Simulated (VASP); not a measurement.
Energy against volume of SrVO$_{3}$ (cubic perovskite). Level of theory: TPSS meta-GGA, VASP's PBE PAW potentials (set 64) (plane waves; VASP).

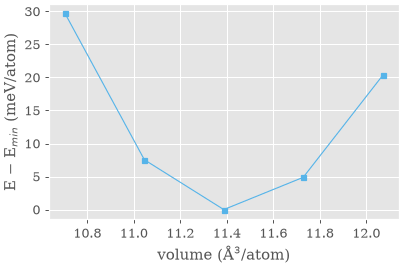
Figure: Energy against volume

Question: Estimate the equilibrium volume and the bulk modulus.

Answer: The minimum lies near 11.4 Å³/atom, and the curvature gives B0 of about 190 GPa.

Measured: a 3.842 Å (computed value off by +0.2 %), as given by Samuel D. Marks et al., Physical Review Materials (2021), arXiv:2103.05797. The calculation is for a static lattice, while the measured a holds thermal and zero-point effects, which are part of the difference.

The compound is SrVO3 in the cubic perovskite structure. It was relaxed first. The run is not spin-polarised, so no magnetic state was tried.
